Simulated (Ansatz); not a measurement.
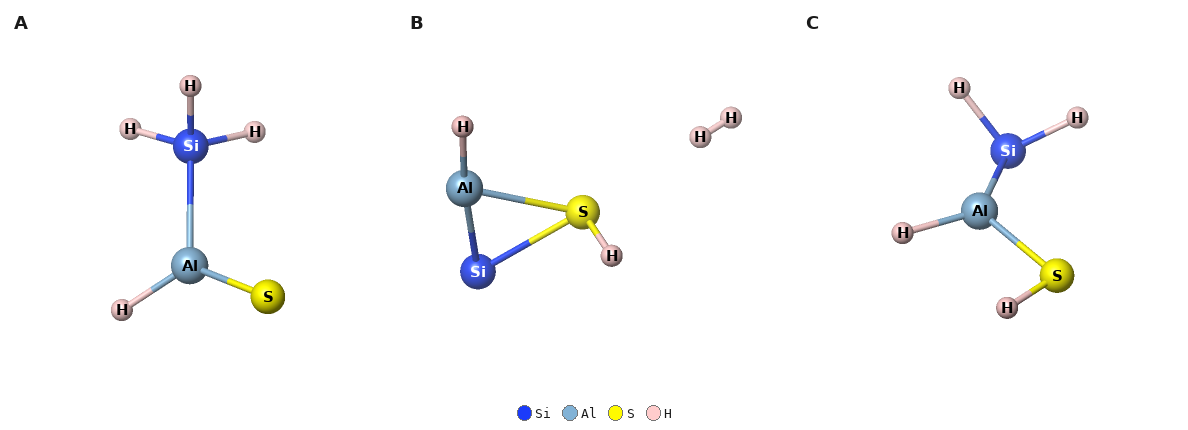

3 stationary structures of one formula. Charge −1, singlet. Geometries: PBE0-D4/def2-TZVPD. Electronic energies: RHF-CCSD(T) (frozen core)/def2-TZVPPD (Ansatz 0.2.0), without zero-point energy. No frequency run is at hand to confirm each as a minimum. Each is one conformer, not always the lowest.

Rank them by energy, lowest first.

Answer. A is lowest; C lies 91.2 kJ/mol above it (C1), B lies 294.9 kJ/mol above it (C1).
